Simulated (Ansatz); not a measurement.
## Effect of Zr → Al on ZrO2

Consider ZrO$_{2}$ in the fluorite structure (space group Fm-3m, No. 225; a = 5.116 Å).

It is then changed as follows: every Zr is replaced by Al, then cell and atoms are relaxed.

Method: Ansatz (an electronic-structure program) PBE, scalar-relativistic without spin-orbit coupling, earlier PAW set. Γ-centred 17×17×17 mesh, Fermi–Dirac width 0.05 eV, for the changed cell.

The lattice parameter a drops by 39.7 pm, from 511.6 pm to 471.9 pm and the shortest interatomic distance decreases by 17.2 pm, from 221.5 pm to 204.3 pm. The band gap changes from 3.32 eV to zero.

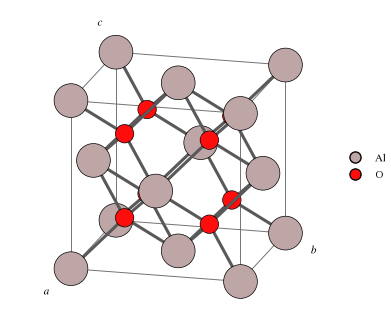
Figure. The relaxed conventional cell after the change

Cost of the whole job for the changed cell (relaxation, final SCF and bands): very roughly 23 core-seconds.

Whether these cells are dynamically stable was not tested. As relaxed here, AlO2 is a hypothetical phase, not in the database extracts checked. All final runs are without spin polarisation. An odd electron count without spin: AlO2. This is not the structure that ZrO2 has at room temperature and ambient pressure.
